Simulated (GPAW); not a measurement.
How far to go with shifted k-point meshes: Pt (Fm-3m, 1 atom in the cell)

```yaml
crystal:
  lattice:
    - [0.00000, 1.95412, 1.95412]
    - [1.95412, 0.00000, 1.95412]
    - [1.95412, 1.95412, 0.00000]
  atoms:
    - { symbol: Pt, position: [0.00000, 0.00000, 0.00000] }
```

Method: PBEsol, GPAW PAW datasets PBEsol (made by gpaw-setup) (plane waves; GPAW).

Base settings: mode = pw; ecut = 600 eV; xc = PBEsol; kpts = 12 12 12; mesh shift (steps) = 0 0 0; occupations.name = methfessel-paxton; occupations.width = 0.1 eV; occupations.order = 0; nbands = -5; convergence.density = 1e-05 e/electron.

In this ladder: kpts_shift = 0.5 0.5 0.5.

Only quantities that move along the ladder and can be compared are tabulated.

The count of work is k-points × plane waves × bands × iterations; it is no time. Core times come from one kind of shared machine, to one figure; runs under 30 s give none.

The starting cell has typed, rounded lattice constants, without a prior relaxation at this level. Its lattice was rescaled by up to half a per cent. Spin polarisation is off.

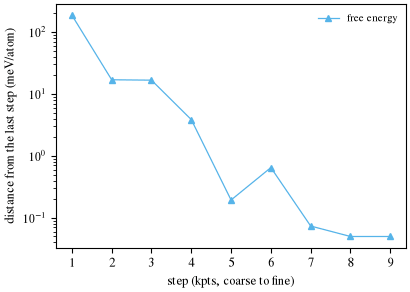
Figure. Distance from the last step along the ladder; very small values are drawn at a floor.

| kpts | free energy less the last step's (meV/atom) | pressure (GPa) | count of work / last | core time / last (rough) |
|---|---|---|---|---|
| 2 2 2 | -186.95 | 3.47 | 0.0012 | – |
| 4 4 4 | 16.93 | 1.74 | 0.0066 | – |
| 6 6 6 | -16.68 | 1.65 | 0.019 | – |
| 8 8 8 | 3.85 | 1.86 | 0.038 | – |
| 10 10 10 | 0.19 | 1.90 | 0.075 | – |
| 12 12 12 | -0.65 | 1.82 | 0.13 | 0.2 |
| 15 15 15 | 0.07 | 1.87 | 0.22 | 0.2 |
| 19 19 19 | 0.00 | 1.85 | 0.42 | 0.5 |
| 21 21 21 | 0.04 | 1.85 | 0.61 | 1 |
| 25 25 25 | 0.00 | 1.85 | 1.0 | 1 |

Coarsest kpts that holds the free energy within 1 meV/atom of the last step, with all finer ones: 10 10 10, at 0.075 of the last step's count of work; the step before is off by 3.9 meV/atom.

Coarsest kpts that holds the pressure within 1 GPa of the last step, with all finer ones: 4 4 4, at 0.0066 of the last step's count of work; the step before is off by 1.6 GPa.
